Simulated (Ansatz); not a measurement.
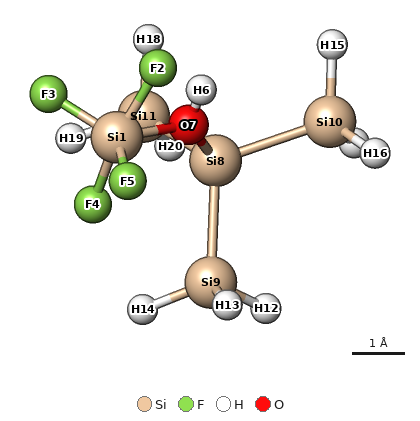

**Figure 1.** The structure as given in the input (ball-and-stick view, seen at a tilt; atoms are numbered from 1 in the order of the input).

# Geometry relaxation of Si5H10OF4 (part 1 of 2)

The run: geometry relaxation of Si5H10OF4. Method and program: RKS PBE0-D4/def2-TZVP (Ansatz 0.2.0).

The geometry is a transition state displaced along its imaginary mode. The reaction was set up to form Si1–O7 and F2–H6 and to break Si1–F2 and H6–O7 (atoms counted from 1 in the order of the input); sticks are drawn by distance alone. Figures and captions count atoms from 1; the log counts them from 0 in places.

## Input file
```yaml
crystal:
  periodic: [false, false, false]
  atoms:
    - {symbol: Si, position_ang: [-1.575610, 1.882633, -1.127875]}
    - {symbol: F, position_ang: [-1.223493, 3.168939, -0.118561]}
    - {symbol: F, position_ang: [-0.932813, 2.611725, -2.375237]}
    - {symbol: F, position_ang: [-1.657855, 0.400821, -1.854913]}
    - {symbol: F, position_ang: [-3.120782, 1.963967, -0.816688]}
    - {symbol: H, position_ang: [-0.414919, 1.933292, 0.466364]}
    - {symbol: O, position_ang: [-0.479528, 1.177954, 0.087912]}
    - {symbol: Si, position_ang: [0.356720, -0.370622, 0.297818]}
    - {symbol: Si, position_ang: [-1.169419, -2.128384, -0.018436]}
    - {symbol: Si, position_ang: [1.109028, -0.288422, 2.509285]}
    - {symbol: Si, position_ang: [2.135395, -0.459564, -1.224673]}
    - {symbol: H, position_ang: [-0.682699, -3.254041, 0.832634]}
    - {symbol: H, position_ang: [-2.510117, -1.704819, 0.450599]}
    - {symbol: H, position_ang: [-1.207459, -2.573572, -1.430590]}
    - {symbol: H, position_ang: [1.916941, 0.939562, 2.727150]}
    - {symbol: H, position_ang: [-0.037724, -0.302489, 3.453238]}
    - {symbol: H, position_ang: [1.954389, -1.490590, 2.724648]}
    - {symbol: H, position_ang: [3.079201, 0.662881, -0.986524]}
    - {symbol: H, position_ang: [1.626188, -0.416835, -2.616062]}
    - {symbol: H, position_ang: [2.834657, -1.752332, -0.980089]}
basis:
  gaussian: {orbitals: def2-TZVP}
hamiltonian: {xc: pbe0, dispersion: d4}
relax: {f_tol: 0.005, max_steps: 200}
```

Hardware: 4 CPU threads, shared host.

Launch command:
```bash
ansatz run in.yaml --threads 4 --pin off --events-out ev --progress --plain --max-ram 66560MiB --backend cuda --devices 0, --max-vram 37GiB
```

## Output
```
Functional definition: PBE0
  name "PBE0"
  cite "Adamo & Barone, J. Chem. Phys. 110, 6158 (1999) doi:10.1063/1.478522"
  cite "Perdew, Burke & Ernzerhof, Phys. Rev. Lett. 77, 3865 (1996) doi:10.1103/PhysRevLett.77.3865"
  parent pbe
  parameter a = 0.25
  parameter kappa = 0.804
  parameter beta = 0.06672455060314922
  exchange = (1 - a)*pbe_x(kappa = kappa, mu = beta*pi^2/3) + a*exact_x
  correlation = pbe_c(beta = beta)
2555 factors; their error is unknown
mean field evaluation 1: about -52442.7733 eV, gradient 7.4e1 eV
mean field evaluation 2: about -52437.1264 eV, gradient 9.9e1 eV
mean field evaluation 4: about -52450.3109 eV, gradient 2.9e0 eV
mean field evaluation 8: about -52450.3294 eV, gradient 4.0e-2 eV
mean field evaluation 16: about -52450.5400 eV, gradient 1.0e-4 eV
mean field -52450.54002068 eV, -1927.5217935069 hartree, gradient 4.9e-5 eV, S^2 0.000000; 0 other end points of the search recorded, 0 dependent functions left out
the calculation of the forces begins
reference -52450.54006969 eV, -1927.5217953083 hartree; 62, 62 occupied and 338, 338 virtual orbitals, 2555 factors
relax step   1: F+E_penalty+E_count = -52451.12421320 eV  Δ(F+E_penalty+E_count) = +0.000e0 eV  max|allowed force component| = 9.422e0 eV/Å  Δτ_max = 0.0000 Å  (29 SCF iters, accepted)
these checks for a lower state are left out or cut short: starts, cluster_reference, orbital_swaps, neighbouring_geometries, increment
2555 factors; their error is unknown
mean field -52451.20060948 eV, -1927.5460696976 hartree, gradient 1.6e-5 eV, S^2 0.000000; 0 other end points of the search recorded, 0 dependent functions left out
the calculation of the forces begins
reference -52451.20065843 eV, -1927.5460714966 hartree; 62, 62 occupied and 338, 338 virtual orbitals, 2555 factors
relax step   2: F+E_penalty+E_count = -52451.78687689 eV  Δ(F+E_penalty+E_count) = -6.627e-1 eV  max|allowed force component| = 1.302e0 eV/Å  Δτ_max = 0.0961 Å  (31 SCF iters, accepted)
[... from here on the SCF iterations and repeated set-up lines of each step are left out, up to the last step ...]
relax step   3: F+E_penalty+E_count = -52451.86731586 eV  Δ(F+E_penalty+E_count) = -8.044e-2 eV  max|allowed force component| = 5.155e-1 eV/Å  Δτ_max = 0.0724 Å  (32 SCF iters, accepted)
relax step   4: F+E_penalty+E_count = -52451.93433630 eV  Δ(F+E_penalty+E_count) = -6.702e-2 eV  max|allowed force component| = 8.956e-1 eV/Å  Δτ_max = 0.1015 Å  (31 SCF iters, accepted)
relax step   5: F+E_penalty+E_count = -52451.93519360 eV  Δ(F+E_penalty+E_count) = -8.573e-4 eV  max|allowed force component| = 8.515e-1 eV/Å  Δτ_max = 0.2000 Å  (37 SCF iters, accepted)
relax step   6: F+E_penalty+E_count = -52451.98372446 eV  Δ(F+E_penalty+E_count) = -4.853e-2 eV  max|allowed force component| = 2.559e-1 eV/Å  Δτ_max = 0.1034 Å  (31 SCF iters, accepted)
relax step   7: F+E_penalty+E_count = -52451.98780038 eV  Δ(F+E_penalty+E_count) = -4.076e-3 eV  max|allowed force component| = 1.627e-1 eV/Å  Δτ_max = 0.0642 Å  (32 SCF iters, accepted)
relax step   8: F+E_penalty+E_count = -52451.98984064 eV  Δ(F+E_penalty+E_count) = -2.040e-3 eV  max|allowed force component| = 8.986e-2 eV/Å  Δτ_max = 0.0475 Å  (32 SCF iters, accepted)
relax step   9: F+E_penalty+E_count = -52451.99055126 eV  Δ(F+E_penalty+E_count) = -7.106e-4 eV  max|allowed force component| = 1.432e-1 eV/Å  Δτ_max = 0.1010 Å  (30 SCF iters, accepted)
relax step  10: F+E_penalty+E_count = -52451.99167873 eV  Δ(F+E_penalty+E_count) = -1.127e-3 eV  max|allowed force component| = 4.584e-2 eV/Å  Δτ_max = 0.0191 Å  (32 SCF iters, accepted)
relax step  11: F+E_penalty+E_count = -52451.99226658 eV  Δ(F+E_penalty+E_count) = -5.879e-4 eV  max|allowed force component| = 5.413e-2 eV/Å  Δτ_max = 0.0292 Å  (32 SCF iters, accepted)
relax step  12: F+E_penalty+E_count = -52451.99281983 eV  Δ(F+E_penalty+E_count) = -5.533e-4 eV  max|allowed force component| = 2.952e-2 eV/Å  Δτ_max = 0.0125 Å  (32 SCF iters, accepted)
relax step  13: F+E_penalty+E_count = -52451.99304743 eV  Δ(F+E_penalty+E_count) = -2.276e-4 eV  max|allowed force component| = 3.900e-2 eV/Å  Δτ_max = 0.0303 Å  (32 SCF iters, accepted)
relax step  14: F+E_penalty+E_count = -52451.99356467 eV  Δ(F+E_penalty+E_count) = -5.172e-4 eV  max|allowed force component| = 4.318e-2 eV/Å  Δτ_max = 0.0675 Å  (31 SCF iters, accepted)
relax step  15: F+E_penalty+E_count = -52451.99383980 eV  Δ(F+E_penalty+E_count) = -2.751e-4 eV  max|allowed force component| = 5.252e-2 eV/Å  Δτ_max = 0.0283 Å  (32 SCF iters, accepted)
relax step  16: F+E_penalty+E_count = -52451.99437729 eV  Δ(F+E_penalty+E_count) = -5.375e-4 eV  max|allowed force component| = 9.888e-2 eV/Å  Δτ_max = 0.0710 Å  (32 SCF iters, accepted)
relax step  17: F+E_penalty+E_count = -52451.99479100 eV  Δ(F+E_penalty+E_count) = -4.137e-4 eV  max|allowed force component| = 1.346e-1 eV/Å  Δτ_max = 0.0485 Å  (32 SCF iters, accepted)
relax step  18: F+E_penalty+E_count = -52451.99500099 eV  Δ(F+E_penalty+E_count) = -2.100e-4 eV  max|allowed force component| = 3.007e-1 eV/Å  Δτ_max = 0.1029 Å  (31 SCF iters, accepted)
relax step  19: F+E_penalty+E_count = -52451.99523236 eV  Δ(F+E_penalty+E_count) = -2.314e-4 eV  max|allowed force component| = 2.644e-1 eV/Å  Δτ_max = 0.0270 Å  (32 SCF iters, accepted)
relax step  20: F+E_penalty+E_count = -52452.00541137 eV  Δ(F+E_penalty+E_count) = -1.018e-2 eV  max|allowed force component| = 1.744e-1 eV/Å  Δτ_max = 0.2000 Å  (31 SCF iters, accepted)
relax step  21: F+E_penalty+E_count = -52452.01266814 eV  Δ(F+E_penalty+E_count) = -7.257e-3 eV  max|allowed force component| = 6.137e-1 eV/Å  Δτ_max = 0.1960 Å  (30 SCF iters, accepted)
relax step  22: F+E_penalty+E_count = -52452.02169781 eV  Δ(F+E_penalty+E_count) = -9.030e-3 eV  max|allowed force component| = 5.927e-1 eV/Å  Δτ_max = 0.0686 Å  (31 SCF iters, accepted)
relax step  23: F+E_penalty+E_count = -52452.06487339 eV  Δ(F+E_penalty+E_count) = -4.318e-2 eV  max|allowed force component| = 6.240e-1 eV/Å  Δτ_max = 0.2000 Å  (31 SCF iters, accepted)
relax step  24: F+E_penalty+E_count = -52452.12653914 eV  Δ(F+E_penalty+E_count) = -6.167e-2 eV  max|allowed force component| = 6.773e-1 eV/Å  Δτ_max = 0.1949 Å  (31 SCF iters, accepted)
relax step  25: F+E_penalty+E_count = -52452.19752972 eV  Δ(F+E_penalty+E_count) = -7.099e-2 eV  max|allowed force component| = 7.487e-1 eV/Å  Δτ_max = 0.1926 Å  (30 SCF iters, accepted)
relax step  26: F+E_penalty+E_count = -52452.29419796 eV  Δ(F+E_penalty+E_count) = -9.667e-2 eV  max|allowed force component| = 4.881e-1 eV/Å  Δτ_max = 0.2000 Å  (30 SCF iters, accepted)
relax step  27: F+E_penalty+E_count = -52452.36417000 eV  Δ(F+E_penalty+E_count) = -6.997e-2 eV  max|allowed force component| = 2.920e-1 eV/Å  Δτ_max = 0.2000 Å  (30 SCF iters, accepted)
relax step  28: F+E_penalty+E_count = -52452.38792614 eV  Δ(F+E_penalty+E_count) = -2.376e-2 eV  max|allowed force component| = 3.108e-1 eV/Å  Δτ_max = 0.1063 Å  (31 SCF iters, accepted)
relax step  29: F+E_penalty+E_count = -52452.30355040 eV  Δ(F+E_penalty+E_count) = +8.438e-2 eV  max|allowed force component| = 2.446e0 eV/Å  Δτ_max = 0.1964 Å  (37 SCF iters, rejected (line search))
relax step  30: F+E_penalty+E_count = -52452.40917991 eV  Δ(F+E_penalty+E_count) = -2.125e-2 eV  max|allowed force component| = 5.875e-2 eV/Å  Δτ_max = 0.0956 Å  (31 SCF iters, accepted)
relax step  31: F+E_penalty+E_count = -52452.41596154 eV  Δ(F+E_penalty+E_count) = -6.782e-3 eV  max|allowed force component| = 4.787e-1 eV/Å  Δτ_max = 0.0973 Å  (31 SCF iters, accepted)
relax step  32: F+E_penalty+E_count = -52452.42123979 eV  Δ(F+E_penalty+E_count) = -5.278e-3 eV  max|allowed force component| = 1.737e-1 eV/Å  Δτ_max = 0.0689 Å  (33 SCF iters, accepted)
relax step  33: F+E_penalty+E_count = -52452.42514396 eV  Δ(F+E_penalty+E_count) = -3.904e-3 eV  max|allowed force component| = 7.671e-2 eV/Å  Δτ_max = 0.0442 Å  (33 SCF iters, accepted)
relax step  34: F+E_penalty+E_count = -52452.42571769 eV  Δ(F+E_penalty+E_count) = -5.737e-4 eV  max|allowed force component| = 8.029e-2 eV/Å  Δτ_max = 0.0429 Å  (32 SCF iters, accepted)
relax step  35: F+E_penalty+E_count = -52452.42714742 eV  Δ(F+E_penalty+E_count) = -1.430e-3 eV  max|allowed force component| = 1.208e-1 eV/Å  Δτ_max = 0.0465 Å  (32 SCF iters, accepted)
relax step  36: F+E_penalty+E_count = -52452.42908564 eV  Δ(F+E_penalty+E_count) = -1.938e-3 eV  max|allowed force component| = 8.368e-2 eV/Å  Δτ_max = 0.0290 Å  (32 SCF iters, accepted)
relax step  37: F+E_penalty+E_count = -52452.42958375 eV  Δ(F+E_penalty+E_count) = -4.981e-4 eV  max|allowed force component| = 6.654e-2 eV/Å  Δτ_max = 0.0231 Å  (32 SCF iters, accepted)
relax step  38: F+E_penalty+E_count = -52452.42991433 eV  Δ(F+E_penalty+E_count) = -3.306e-4 eV  max|allowed force component| = 4.029e-2 eV/Å  Δτ_max = 0.0212 Å  (32 SCF iters, accepted)
relax step  39: F+E_penalty+E_count = -52452.43024391 eV  Δ(F+E_penalty+E_count) = -3.296e-4 eV  max|allowed force component| = 2.295e-2 eV/Å  Δτ_max = 0.0327 Å  (32 SCF iters, accepted)
relax step  40: F+E_penalty+E_count = -52452.43042039 eV  Δ(F+E_penalty+E_count) = -1.765e-4 eV  max|allowed force component| = 3.341e-2 eV/Å  Δτ_max = 0.0214 Å  (32 SCF iters, accepted)
relax step  41: F+E_penalty+E_count = -52452.43066311 eV  Δ(F+E_penalty+E_count) = -2.427e-4 eV  max|allowed force component| = 6.045e-2 eV/Å  Δτ_max = 0.0262 Å  (32 SCF iters, accepted)
relax step  42: F+E_penalty+E_count = -52452.43092262 eV  Δ(F+E_penalty+E_count) = -2.595e-4 eV  max|allowed force component| = 7.679e-2 eV/Å  Δτ_max = 0.0434 Å  (32 SCF iters, accepted)
relax step  43: F+E_penalty+E_count = -52452.43103949 eV  Δ(F+E_penalty+E_count) = -1.169e-4 eV  max|allowed force component| = 9.068e-2 eV/Å  Δτ_max = 0.0352 Å  (33 SCF iters, accepted)
relax step  44: F+E_penalty+E_count = -52452.43140943 eV  Δ(F+E_penalty+E_count) = -3.699e-4 eV  max|allowed force component| = 8.667e-2 eV/Å  Δτ_max = 0.0223 Å  (32 SCF iters, accepted)
relax step  45: F+E_penalty+E_count = -52452.43177474 eV  Δ(F+E_penalty+E_count) = -3.653e-4 eV  max|allowed force component| = 6.102e-2 eV/Å  Δτ_max = 0.0256 Å  (31 SCF iters, accepted)
relax step  46: F+E_penalty+E_count = -52452.43223689 eV  Δ(F+E_penalty+E_count) = -4.621e-4 eV  max|allowed force component| = 6.275e-2 eV/Å  Δτ_max = 0.0529 Å  (32 SCF iters, accepted)
relax step  47: F+E_penalty+E_count = -52452.43260423 eV  Δ(F+E_penalty+E_count) = -3.673e-4 eV  max|allowed force component| = 9.921e-2 eV/Å  Δτ_max = 0.0627 Å  (32 SCF iters, accepted)
relax step  48: F+E_penalty+E_count = -52452.43303971 eV  Δ(F+E_penalty+E_count) = -4.355e-4 eV  max|allowed force component| = 8.241e-2 eV/Å  Δτ_max = 0.0227 Å  (32 SCF iters, accepted)
relax step  49: F+E_penalty+E_count = -52452.43388679 eV  Δ(F+E_penalty+E_count) = -8.471e-4 eV  max|allowed force component| = 8.588e-2 eV/Å  Δτ_max = 0.0722 Å  (32 SCF iters, accepted)
relax step  50: F+E_penalty+E_count = -52452.43393193 eV  Δ(F+E_penalty+E_count) = -4.515e-5 eV  max|allowed force component| = 1.324e-1 eV/Å  Δτ_max = 0.0811 Å  (31 SCF iters, accepted)
relax step  51: F+E_penalty+E_count = -52452.43502999 eV  Δ(F+E_penalty+E_count) = -1.098e-3 eV  max|allowed force component| = 1.342e-1 eV/Å  Δτ_max = 0.0430 Å  (32 SCF iters, accepted)
relax step  52: F+E_penalty+E_count = -52452.43587508 eV  Δ(F+E_penalty+E_count) = -8.451e-4 eV  max|allowed force component| = 8.140e-2 eV/Å  Δτ_max = 0.0233 Å  (32 SCF iters, accepted)
relax step  53: F+E_penalty+E_count = -52452.43706443 eV  Δ(F+E_penalty+E_count) = -1.189e-3 eV  max|allowed force component| = 2.981e-2 eV/Å  Δτ_max = 0.0597 Å  (32 SCF iters, accepted)
relax step  54: F+E_penalty+E_count = -52452.43713259 eV  Δ(F+E_penalty+E_count) = -6.816e-5 eV  max|allowed force component| = 2.080e-1 eV/Å  Δτ_max = 0.1602 Å  (30 SCF iters, accepted)
relax step  55: F+E_penalty+E_count = -52452.43922940 eV  Δ(F+E_penalty+E_count) = -2.097e-3 eV  max|allowed force component| = 5.516e-2 eV/Å  Δτ_max = 0.0269 Å  (33 SCF iters, accepted)
relax step  56: F+E_penalty+E_count = -52452.43915819 eV  Δ(F+E_penalty+E_count) = +7.122e-5 eV  max|allowed force component| = 7.953e-2 eV/Å  Δτ_max = 0.0727 Å  (32 SCF iters, rejected (line search))
relax step  57: F+E_penalty+E_count = -52452.44027526 eV  Δ(F+E_penalty+E_count) = -1.046e-3 eV  max|allowed force component| = 2.009e-2 eV/Å  Δτ_max = 0.0363 Å  (32 SCF iters, accepted)
relax step  58: F+E_penalty+E_count = -52452.44078795 eV  Δ(F+E_penalty+E_count) = -5.127e-4 eV  max|allowed force component| = 7.258e-2 eV/Å  Δτ_max = 0.0977 Å  (31 SCF iters, accepted)
relax step  59: F+E_penalty+E_count = -52452.43981381 eV  Δ(F+E_penalty+E_count) = +9.741e-4 eV  max|allowed force component| = 2.631e-1 eV/Å  Δτ_max = 0.1444 Å  (30 SCF iters, rejected (line search))
relax step  60: F+E_penalty+E_count = -52452.44206183 eV  Δ(F+E_penalty+E_count) = -1.274e-3 eV  max|allowed force component| = 6.926e-2 eV/Å  Δτ_max = 0.0705 Å  (32 SCF iters, accepted)
relax step  61: F+E_penalty+E_count = -52452.44414839 eV  Δ(F+E_penalty+E_count) = -2.087e-3 eV  max|allowed force component| = 4.894e-2 eV/Å  Δτ_max = 0.0504 Å  (32 SCF iters, accepted)
relax step  62: F+E_penalty+E_count = -52452.44499441 eV  Δ(F+E_penalty+E_count) = -8.460e-4 eV  max|allowed force component| = 9.497e-2 eV/Å  Δτ_max = 0.0592 Å  (32 SCF iters, accepted)
relax step  63: F+E_penalty+E_count = -52452.44565648 eV  Δ(F+E_penalty+E_count) = -6.621e-4 eV  max|allowed force component| = 9.131e-2 eV/Å  Δτ_max = 0.0394 Å  (31 SCF iters, accepted)
relax step  64: F+E_penalty+E_count = -52452.44662939 eV  Δ(F+E_penalty+E_count) = -9.729e-4 eV  max|allowed force component| = 1.006e-1 eV/Å  Δτ_max = 0.0791 Å  (32 SCF iters, accepted)
relax step  65: F+E_penalty+E_count = -52452.44719415 eV  Δ(F+E_penalty+E_count) = -5.648e-4 eV  max|allowed force component| = 8.666e-2 eV/Å  Δτ_max = 0.0380 Å  (31 SCF iters, accepted)
relax step  66: F+E_penalty+E_count = -52452.44787412 eV  Δ(F+E_penalty+E_count) = -6.800e-4 eV  max|allowed force component| = 5.709e-2 eV/Å  Δτ_max = 0.0635 Å  (32 SCF iters, accepted)
relax step  67: F+E_penalty+E_count = -52452.44754563 eV  Δ(F+E_penalty+E_count) = +3.285e-4 eV  max|allowed force component| = 7.861e-2 eV/Å  Δτ_max = 0.0754 Å  (33 SCF iters, rejected (line search))
relax step  68: F+E_penalty+E_count = -52452.44841107 eV  Δ(F+E_penalty+E_count) = -5.370e-4 eV  max|allowed force component| = 3.323e-2 eV/Å  Δτ_max = 0.0359 Å  (33 SCF iters, accepted)
relax step  69: F+E_penalty+E_count = -52452.44850087 eV  Δ(F+E_penalty+E_count) = -8.979e-5 eV  max|allowed force component| = 4.393e-2 eV/Å  Δτ_max = 0.0300 Å  (33 SCF iters, accepted)
relax step  70: F+E_penalty+E_count = -52452.44872549 eV  Δ(F+E_penalty+E_count) = -2.246e-4 eV  max|allowed force component| = 2.665e-2 eV/Å  Δτ_max = 0.0078 Å  (35 SCF iters, accepted)
relax step  71: F+E_penalty+E_count = -52452.44877904 eV  Δ(F+E_penalty+E_count) = -5.354e-5 eV  max|allowed force component| = 2.219e-2 eV/Å  Δτ_max = 0.0049 Å  (24 SCF iters, accepted)
relax step  72: F+E_penalty+E_count = -52452.44886202 eV  Δ(F+E_penalty+E_count) = -8.299e-5 eV  max|allowed force component| = 1.045e-2 eV/Å  Δτ_max = 0.0153 Å  (34 SCF iters, accepted)
relax step  73: F+E_penalty+E_count = -52452.44889096 eV  Δ(F+E_penalty+E_count) = -2.893e-5 eV  max|allowed force component| = 1.115e-2 eV/Å  Δτ_max = 0.0088 Å  (26 SCF iters, accepted)
relax step  74: F+E_penalty+E_count = -52452.44891597 eV  Δ(F+E_penalty+E_count) = -2.502e-5 eV  max|allowed force component| = 7.781e-3 eV/Å  Δτ_max = 0.0097 Å  (25 SCF iters, accepted)
relax step  75: F+E_penalty+E_count = -52452.44893261 eV  Δ(F+E_penalty+E_count) = -1.663e-5 eV  max|allowed force component| = 6.645e-3 eV/Å  Δτ_max = 0.0121 Å  (34 SCF iters, accepted)
relax step  76: F+E_penalty+E_count = -52452.44894708 eV  Δ(F+E_penalty+E_count) = -1.448e-5 eV  max|allowed force component| = 5.863e-3 eV/Å  Δτ_max = 0.0072 Å  (24 SCF iters, accepted)
relax step  77: F+E_penalty+E_count = -52452.44895305 eV  Δ(F+E_penalty+E_count) = -5.966e-6 eV  max|allowed force component| = 5.420e-3 eV/Å  Δτ_max = 0.0045 Å  (24 SCF iters, accepted)
these checks for a lower state are left out or cut short: starts, cluster_reference, orbital_swaps, neighbouring_geometries, increment
2555 factors; their error is unknown
mean field -52451.87804810 eV, -1927.5709651078 hartree, gradient 8.6e-5 eV, S^2 0.000000; 0 other end points of the search recorded, 0 dependent functions left out
the calculation of the forces begins
reference -52451.87809904 eV, -1927.5709669798 hartree; 62, 62 occupied and 338, 338 virtual orbitals, 2555 factors
relax step  78: F+E_penalty+E_count = -52452.44895825 eV  Δ(F+E_penalty+E_count) = -5.200e-6 eV  max|allowed force component| = 3.981e-3 eV/Å  Δτ_max = 0.0020 Å  (22 SCF iters, accepted)
```

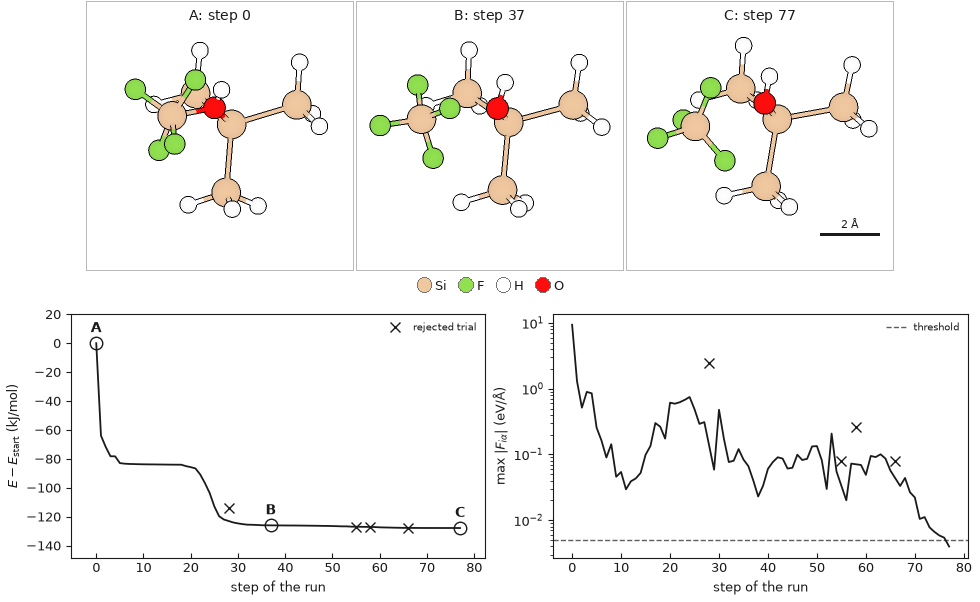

**Figure 2.** Frames of the relaxation (ball-and-stick view, seen at a tilt) above the curves, on which the letters mark them (the first geometry is step 0 here and step 1 in the log).

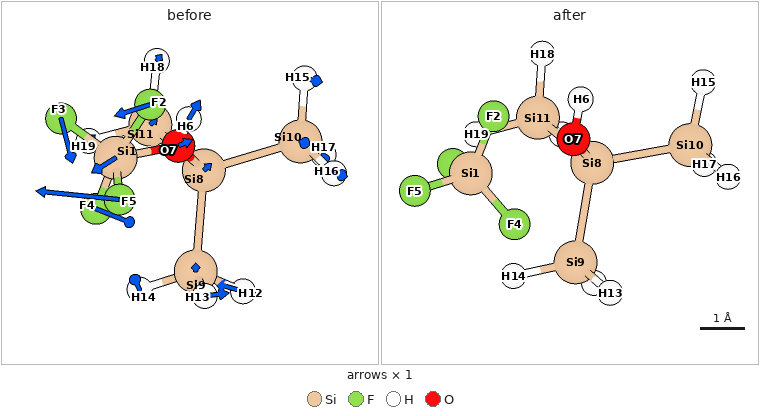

**Figure 3.** Before (left) and after (right) the relaxation, at one scale (ball-and-stick view, seen at a tilt). The blue arrows give the displacements, at true length. Over 77 geometry steps the energy falls by 127.8 kJ/mol. The largest force component goes from 9.4 to 0.004 eV/Å. The line search rejected the trial steps at points 28, 55, 58, 66 (counted from 0) and went back. The atom that moves furthest after the best rigid fit is F5 (1.97 Å). By element the largest moves are F 1.97 Å, H 0.93 Å, Si 0.78 Å, O 0.38 Å. Distances before and after: Si1–O7 1.782 → 2.853 Å, H6–O7 0.847 → 0.960 Å, Si1–F2 1.673 → 1.565 Å, O7–Si8 1.772 → 1.676 Å. Bonds break: Si1–O7 (1.78 → 2.85 Å). Among the angles that change: F2–Si1–F4 164.9° → 112.4°, F2–Si1–F3 92.1° → 111.5°, H6–O7–Si8 133.6° → 117.0°. (Atoms are counted from 1 in the order of the input.)
